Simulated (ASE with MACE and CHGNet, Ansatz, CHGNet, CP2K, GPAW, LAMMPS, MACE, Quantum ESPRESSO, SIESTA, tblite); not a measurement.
# Machine-learned potentials runs on glassy 67P2O5-33MgO (mol %) (80 atoms)

Wanted: machine-learned potentials inputs and outputs for glassy 67P2O5-33MgO (mol %) (80 atoms), checked against a plane-wave reference.

Main program and level: ASE with MACE and CHGNet; the method is named at each step.

### 1. Starting point

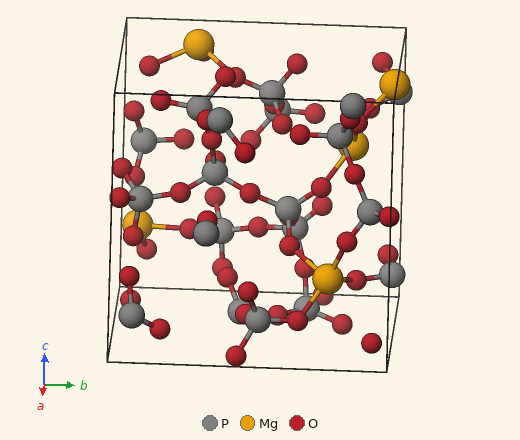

Start, viewed slightly off an axis; phosphorus grey, magnesium orange, oxygen red. Bonds to atoms that aren't drawn are left out.

The cell holds 80 atoms: 20 P, 5 Mg and 55 O. Cell: a = 10.514 Å, b = 10.514 Å, c = 10.514 Å, α = 90.0°, β = 90.0°, γ = 90.0°. 80 atoms (20 P, 5 Mg, 55 O) placed at random at 2.32 g/cm³, melted at 4000 K for 10 ps at fixed volume with the Morse and Coulomb pair potential with partial charges (Pedone, Malavasi, Menziani, Cormack and Segre, J. Phys. Chem. B 110, 11780 (2006)). Quenched from 4000 K to 300 K at 25 K/ps and fixed volume, held 5 ps.

The yardstick, on the same geometry:

| Property | Result |
| --- | --- |
| method | Kohn-Sham DFT, PBE, SSSP efficiency 1.3.0 pseudopotentials, plane waves (Quantum ESPRESSO 7.5); sssp-pbe-1.3.0-efficiency, cutoffs 60/480 Ry, Γ point |
| r.m.s. force component | 1.479 eV/Å |
| longest force | 6.598 eV/Å |
| pressure | 2.264 GPa |
| gap (highest filled to lowest empty level) | 1.154 eV |
| time | 2 min on 4 MPI ranks of Arm Neoverse V2, shared host |
| CPU time | 7.8 min |

### 2. MACE MP-0b2 small potential

Method: machine-learned interatomic potential MACE MP-0b2 small, trained on PBE(+U) plane-wave data.

The input, run.py:

```python
import numpy as np
from ase.io import read
import mlip  # loads the published weights by name

atoms = read("structure.xyz")
atoms.calc = mlip.calc("mace-mp-0b2-small")
energy = atoms.get_potential_energy()
forces = atoms.get_forces()
print(f"energy {energy:.6f} eV")
print("forces (eV/A)")
for i, (a, f) in enumerate(zip(atoms, forces)):
    print(f"{i:4d} {a.symbol:2s} {f[0]:10.5f} {f[1]:10.5f} {f[2]:10.5f}")
stress = -atoms.get_stress(voigt=False) * 160.21766
print("stress (GPa, compression positive)")
for row in stress:
    print(" ".join(f"{x:10.4f}" for x in row))
```

The input, structure.xyz:

```xyz
80
Lattice="10.51380 0.00000 0.00000 0.00000 10.51380 0.00000 0.00000 0.00000 10.51380" Properties=species:S:1:pos:R:3 pbc="T T T"
P 0.83259 0.79221 5.96322
P 6.05658 4.80712 0.91302
P 5.56317 3.67279 6.15604
P 0.46092 5.77975 7.26230
P 6.74965 3.06961 8.97900
P 5.48105 10.43968 2.40251
P 4.19185 7.20826 0.60097
P 2.03947 3.84532 2.89908
P 9.73021 3.95456 9.37253
P 2.11212 10.40267 8.60123
P 10.41255 8.97921 10.31425
P 6.21134 0.91449 5.20738
P 5.92558 6.47587 4.93549
P 10.37218 3.58121 5.12001
P 8.97889 5.56432 1.43398
P 3.17874 6.66060 3.44832
P 7.95716 8.42671 8.43385
P 8.66873 9.66586 5.71131
P 10.00767 0.85309 1.71848
P 3.22490 5.65401 8.67935
Mg 2.26352 2.81349 10.20375
Mg 7.94633 8.11466 2.84030
Mg 5.54929 10.35273 9.84744
Mg 4.82678 8.82770 7.22077
Mg 2.46612 0.71178 3.12775
O 6.57533 9.02158 8.58410
O 0.10924 7.17010 7.07379
O 2.94176 2.68459 3.18757
O 1.65540 0.51423 4.79934
O 2.23965 7.61883 4.08903
O 6.17444 3.53958 7.61840
O 3.37093 4.26398 9.28715
O 1.82814 3.91502 1.40244
O 9.11504 8.83727 9.45432
O 4.46447 6.45453 4.27964
O 6.06057 0.68119 3.70874
O 9.98306 9.90137 0.96695
O 9.56262 0.70306 3.11293
O 1.47677 0.41519 7.29595
O 3.66437 7.08146 2.03137
O 5.74779 0.63430 1.12182
O 5.99655 7.70525 5.84893
O 6.86593 6.60309 3.77487
O 3.14678 9.33941 8.21107
O 5.20233 0.15729 6.09716
O 8.73087 7.05245 1.38561
O 10.02344 10.43694 5.94040
O 8.44290 9.03482 7.10743
O 4.55973 8.57852 0.13699
O 8.29675 3.41394 8.96901
O 5.35121 6.16077 0.62294
O 0.26915 2.92431 9.39408
O 0.98188 1.01542 1.78514
O 0.34170 2.27971 5.95386
O 4.04340 10.20890 2.77259
O 6.10368 2.41512 5.48169
[... 20 atom lines left out ...]
O 0.37292 4.79976 6.00611
O 6.30860 9.12829 2.36855
O 9.21724 1.89995 1.00018
O 9.66618 5.19298 2.70835
```

On the command line:

```sh
$ OMP_NUM_THREADS=1 python run.py > output.txt
```

Log:

```text
energy -549.767274 eV
forces (eV/A)
   0 P    -1.75570    0.34080   -1.85711
   1 P    -1.96212   -0.79363    2.31646
   2 P    -5.67432    2.32224    1.73680
   3 P     0.11154    0.32583   -0.53834
   4 P     0.09631   -1.70403    0.46366
   5 P     0.64000   -3.77452   -0.48059
   6 P     1.56278    1.17062   -2.77510
   7 P     0.81371   -2.19243   -2.49321
   8 P     0.45933    0.12590    1.09824
   9 P     2.15221   -2.49644    1.69230
  10 P     0.16846   -1.50412    0.50743
  11 P    -2.75888   -5.08010    1.96625
  12 P     0.63077    3.38740   -1.48709
  13 P    -1.35719    0.20181    0.71293
  14 P     1.36503    1.12560    2.45782
  15 P    -1.68085    1.94332    3.04600
  16 P    -0.07481   -4.99296    1.11888
  17 P     1.64478   -1.33461   -0.76451
  18 P     0.19204    1.23022   -0.42696
  19 P     3.92428   -2.77489   -0.63498
  20 Mg   -0.71019    0.72897    0.33415
  21 Mg   -0.92527   -0.32882    0.05062
  22 Mg    0.47989   -0.09661    0.69244
  23 Mg    0.71068   -0.61274   -0.77049
[...]
72 O    -0.35293   -0.58571    0.79316
  73 O     1.23142   -1.44793    0.70987
  74 O     0.17262    1.20498    0.07002
  75 O     0.00548   -0.78204    0.00053
  76 O     1.47039    0.52252   -0.21539
  77 O    -0.03461    0.62793    0.54712
  78 O    -0.27526   -0.10489   -0.88610
  79 O    -0.54211   -0.34994   -1.32646
stress (GPa, compression positive)
    1.6556    -0.1247     0.2445
   -0.1247    -0.1945    -0.5654
    0.2445    -0.5654     1.5330
```

The job ended after 6.4 s (1 thread of Arm Neoverse V2, shared host; peak memory 0.66 GiB).

Banners, paths, timers and routine set-up lines are dropped from the logs unmarked, and long logs keep their key lines alone; longer cuts are marked.

Against the reference:

```
r.m.s. force component                  : 1.31 eV/Å
r.m.s. difference of force components   : 346.8 meV/Å
longest difference of force vectors     : 2334 meV/Å
force difference over r.m.s. force      : 23.46 %
slope of forces against the reference's : 0.8647
correlation of force components         : 0.9763
pressure                                : 0.998 GPa
pressure difference                     : -1.266 GPa
```

Length of the force difference by element (eV/Å):

| element | atoms | mean | most |
| --- | --- | --- | --- |
| Mg | 5 | 0.42 | 0.80 |
| O | 55 | 0.41 | 1.7 |
| P | 20 | 0.70 | 2.3 |

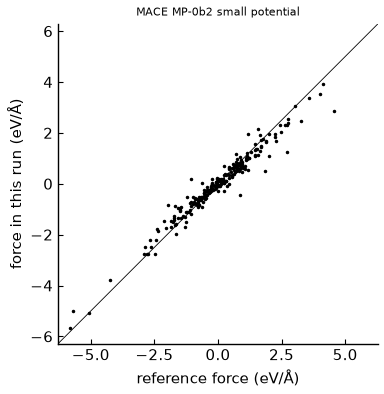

Force components against those of the reference; the line marks equality.

The surroundings of P3, which bears the longest force, nearest first, numbered as they follow in the input and with coordinates relative to it.

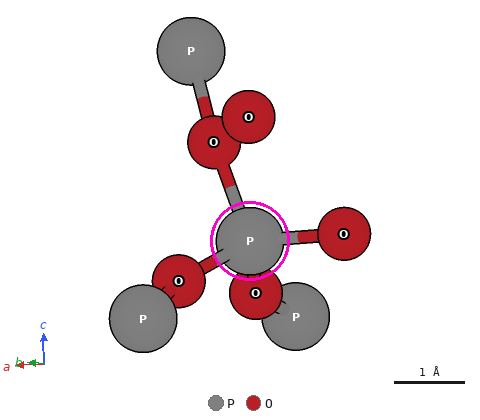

The atoms of the table, within 3.2 Å (arrows a, b, c point along x, y, z); some may hide others; the central atom is ringed.

| atom | x | y | z | distance (Å) | bonds | Fx | Fy | Fz (eV/Å) |
| --- | --- | --- | --- | --- | --- | --- | --- | --- |
| P3 | 0.00 | 0.00 | 0.00 | 0.00 | 4 | -5.67 | 2.32 | 1.74 |
| O64 | -1.50 | -0.04 | 0.05 | 1.50 | 1 | 1.91 | -0.18 | -0.25 |
| O56 | 0.54 | -1.26 | -0.67 | 1.53 | 2 | 2.55 | -0.33 | -1.62 |
| O74 | 0.49 | 1.36 | -0.61 | 1.57 | 2 | 1.23 | -1.45 | 0.71 |
| O31 | 0.61 | -0.13 | 1.46 | 1.59 | 2 | 0.95 | 0.84 | 0.04 |
| P12 | 0.65 | -2.76 | -0.95 | 2.99 | 4 | -2.76 | -5.08 | 1.97 |
| P13 | 0.36 | 2.80 | -1.22 | 3.08 | 4 | 0.63 | 3.39 | -1.49 |
| P5 | 1.19 | -0.60 | 2.82 | 3.12 | 4 | 0.10 | -1.70 | 0.46 |
| O65 | -1.22 | 2.44 | 1.65 | 3.19 | 1 | -0.19 | 0.75 | -0.67 |

Atoms are counted from 1 here, from 0 in the log.

Forces lie 23 % from the reference's, at 0.013 times its CPU time (on 1 against 4 cores).

### 3. CHGNet 0.3.0 potential

Method: machine-learned interatomic potential CHGNet 0.3.0, trained on PBE(+U) plane-wave data.

Changes to run.py since step 2:

```diff
@@ -5,3 +5,3 @@
 atoms = read("structure.xyz")
-atoms.calc = mlip.calc("mace-mp-0b2-small")
+atoms.calc = mlip.calc("chgnet-0.3.0")
 energy = atoms.get_potential_energy()
```

structure.xyz is that of step 2.

Log:

```text
CHGNet v0.3.0 initialized with 412,525 parameters
CHGNet will run on cpu
energy -588.180603 eV
forces (eV/A)
   0 P    -1.72763    0.43199   -1.62537
   1 P    -2.31415   -0.99156    2.64192
   2 P    -6.08968    2.09988    1.91155
   3 P    -0.02291    0.48510   -0.72455
   4 P    -0.16888   -1.87772    0.45766
   5 P     0.56925   -4.32337   -0.42818
   6 P     1.70614    1.47263   -2.59448
   7 P     1.04498   -2.35987   -2.63861
   8 P     0.64661   -0.02029    1.17293
   9 P     2.40882   -2.49018    1.65190
  10 P     0.38223   -1.91186    0.73551
  11 P    -3.16989   -5.25638    2.32045
  12 P     0.86621    3.62531   -1.38495
  13 P    -1.92297    0.35299    0.83314
  14 P     1.38052    1.07341    2.69465
  15 P    -1.93208    2.41730    3.14294
  16 P    -0.07283   -5.21324    1.10910
  17 P     1.72702   -1.55643   -0.75881
  18 P    -0.05525    1.13079   -0.92342
  19 P     4.08121   -2.92355   -0.88862
  20 Mg   -0.51357    0.72265    0.26303
  21 Mg   -0.98532   -0.47080   -0.03940
  22 Mg    0.35761   -0.28722    0.75680
  23 Mg    0.72332   -0.51336   -0.75453
[...]
72 O    -0.27589   -0.58113    0.80922
  73 O     1.27617   -1.20199    0.59432
  74 O     0.18739    1.14255   -0.07703
  75 O     0.25819   -0.70919    0.08237
  76 O     1.54157    0.58705   -0.18420
  77 O    -0.08145    0.80339    0.45125
  78 O    -0.27204   -0.14925   -0.78224
  79 O    -0.56866   -0.50611   -1.26070
stress (GPa, compression positive)
    2.0186     0.0503     0.3489
    0.0503     0.3768    -0.5901
    0.3489    -0.5901     2.0909
```

Elapsed: 3.3 s, on 1 thread; peak memory 0.97 GiB.

Numbers from this run, and their distance from the reference:

```
r.m.s. force component                  : 1.386 eV/Å
r.m.s. difference of force components   : 386.1 meV/Å
longest difference of force vectors     : 2591 meV/Å
force difference over r.m.s. force      : 26.11 %
slope of forces against the reference's : 0.9053
correlation of force components         : 0.9657
pressure                                : 1.495 GPa
pressure difference                     : -0.7686 GPa
```

Against the first run (23 %), the force difference from the reference is 26 %, at 0.54 times the CPU time.

### 4. MACE MPA-0 medium potential

Method: machine-learned interatomic potential MACE MPA-0 medium, trained on PBE(+U) plane-wave data.

Changes to run.py since step 3:

```diff
@@ -5,3 +5,3 @@
 atoms = read("structure.xyz")
-atoms.calc = mlip.calc("chgnet-0.3.0")
+atoms.calc = mlip.calc("mace-mpa-0-medium")
 energy = atoms.get_potential_energy()
```

structure.xyz is that of step 3.

Log:

```text
energy -548.460119 eV
forces (eV/A)
   0 P    -1.87303    0.64437   -2.03678
   1 P    -1.77549   -0.70452    2.72536
   2 P    -5.79912    2.55477    1.68429
   3 P     0.25150    0.25754   -0.73968
   4 P    -0.06891   -1.34957    0.65387
   5 P     0.74703   -4.02017   -0.45830
   6 P     1.50000    0.59088   -2.63642
   7 P     0.87857   -2.27998   -2.65411
   8 P     0.47432    0.24315    1.47659
   9 P     1.78876   -2.73628    2.02760
  10 P    -0.22665   -1.56914    1.22358
  11 P    -2.66162   -4.96784    1.53639
  12 P     0.77891    3.33649   -1.77778
  13 P    -1.60069    0.42086    0.44455
  14 P     1.11482    1.27639    2.93054
  15 P    -1.62860    1.90247    3.02594
  16 P     0.28056   -5.39061    1.44236
  17 P     1.47907   -1.51140   -0.95205
  18 P    -0.09769    1.33521   -0.48630
  19 P     4.01652   -2.67835   -0.73164
  20 Mg   -0.80940    0.84142    0.50887
  21 Mg   -0.91506   -0.57699   -0.00089
  22 Mg    0.50100   -0.22771    0.85477
  23 Mg    0.89826   -0.84220   -0.95739
[...]
72 O    -0.31697   -0.57964    0.87045
  73 O     1.20613   -1.75461    0.92151
  74 O     0.08126    1.26646   -0.10003
  75 O    -0.07850   -0.78525   -0.08283
  76 O     1.67609    0.73933    0.03181
  77 O    -0.06372    0.65755    0.52154
  78 O    -0.23856   -0.21015   -0.92214
  79 O    -0.51234   -0.50371   -1.35087
stress (GPa, compression positive)
    2.0785     0.0710     0.1447
    0.0710     0.1099    -0.8118
    0.1447    -0.8118     1.7010
```

Wall time 6.9 s (1 thread); peak memory 1 GiB.

Numbers from this run, and their distance from the reference:

| Quantity | Value |
| --- | --- |
| r.m.s. force component | 1.379 eV/Å |
| r.m.s. difference of force components | 249.1 meV/Å |
| longest difference of force vectors | 2158 meV/Å |
| force difference over r.m.s. force | 16.85 % |
| slope of forces against the reference's | 0.9209 |
| correlation of force components | 0.9872 |
| pressure | 1.296 GPa |
| pressure difference | -0.9675 GPa |

Against the first run (23 %), the force difference from the reference is 17 %, at 1.2 times the CPU time.

### 5. All runs compared

Differences are against the plane-wave reference, forces as r.m.s. over components; share is that over the reference's r.m.s. force, slope the least-squares factor from reference forces to these. Total energies of different programs have different zeros and aren't compared.

| run | Δ force, r.m.s. (meV/Å) | share (%) | slope | Δ pressure (GPa) | cores | CPU time | memory (GiB) |
| --- | --- | --- | --- | --- | --- | --- | --- |
| reference | - | - | - | - | 4 | 7.8 min | 3.5 |
| MACE MP-0b2 small potential | 347 | 23.5 | 0.865 | -1.27 | 1 | 6 s | 0.66 |
| CHGNet 0.3.0 potential | 386 | 26.1 | 0.905 | -0.769 | 1 | 3.2 s | 0.97 |
| MACE MPA-0 medium potential | 249 | 16.8 | 0.921 | -0.968 | 1 | 6.9 s | 1 |

Times of the machine-learned potentials are mostly Python's start and the loading of weights.

CPU time is summed over cores on a shared host, where runs went side by side, so it is rough. Symmetry, cutoffs, thresholds, outputs and thread counts weren't matched or tuned between programs; memory under MPI is the largest rank's times the ranks.

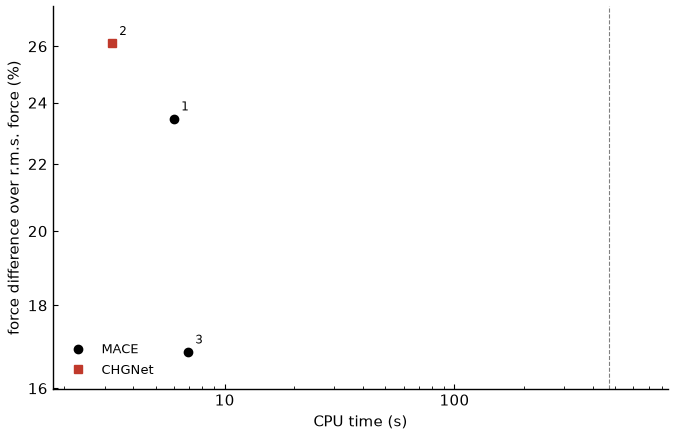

Force difference against CPU time; the dashed line marks the reference's time. Points: 1 MACE MP-0b2 small potential; 2 CHGNet 0.3.0 potential; 3 MACE MPA-0 medium potential.

### 6. What came out

```
nearest in forces : MACE MPA-0 medium potential, 17 %
its CPU time      : 6.9 s
```

In words: Machine-learned potentials differ by 17 % (MACE MPA-0 medium potential) to 26 % (CHGNet 0.3.0 potential); they were trained on other programs' data. The reference's pressure holds the uncorrected Pulay stress of its 60 Ry basis, so small pressure differences, and their order, may be the reference's own error. In our tests on small cells the SSSP efficiency potentials stood apart from two norm-conserving sets, for C–F bonds most and for P–O bonds less, so differences between them and other runs here needn't be the other run's error. Machine-learned potentials mimic data converged in k, so the reference's own k-point error enters their differences. The quench rate of 25 K/ps is many orders above laboratory rates, so the cell is likely richer in defects and strain than a real sample. The network of bonds at the start is that of the classical potential that made the cell, and needn't be the one that DFT or experiment would give. The electronic-structure runs sample only Γ, in a cell whose shortest periodic width is 11 Å.

[Also dropped from logs without a mark: logging warnings of Python, and SIESTA's first energy breakdown and zero terms.]

[Logs are printed without paths, hosts, clocks, repeated set-up lines and the standing remarks that a program may print on its own settings, such as how far it seeks lower states.]

[Hosts, paths, dates, database ids (printed as entryN), source tags and the programs' standing remarks are cut or masked in the printed files.]
